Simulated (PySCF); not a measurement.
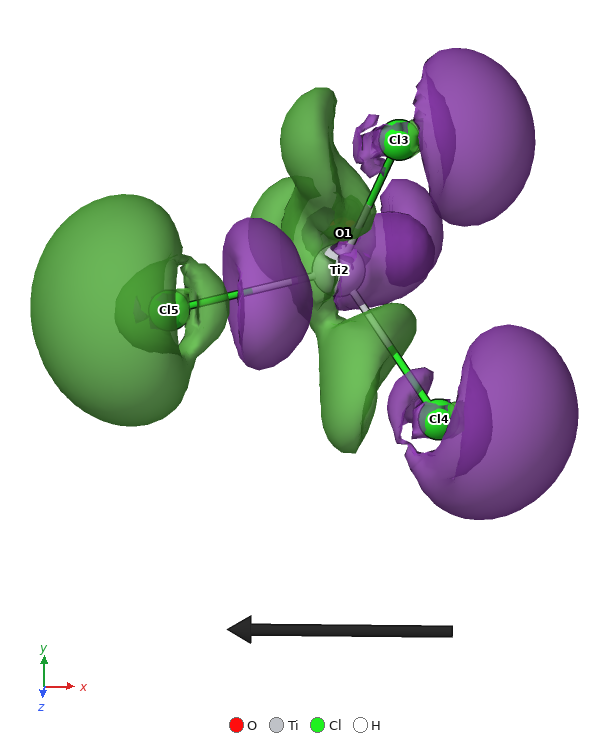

Cl₃HOTi, SMILES `O[Ti](Cl)(Cl)Cl`. Change of the electron density in a uniform field of 0.26 V/Å along −x (arrow), surfaces at ±0.002 e/Å³ (purple: gain, green: loss).

Method: PBE0/def2-SVPD; geometry: GFN2-xTB; program: PySCF. This is a single-reference result, which may miss multireference character in this system. No frequency check shows the geometry to be a minimum. GFN2-xTB bond lengths at metals and heavier atoms can be off by up to 0.1 Å and shapes distorted, which carries into these values.

The field was applied in both directions; the picture shows the one opposite to the script's first.

What dipole is induced, and what polarisability does it imply?

Answer. The induced dipole is 1.06 D (along the field); α along this axis, from the fields in both directions, is 83 bohr³ (12.3 Å³).
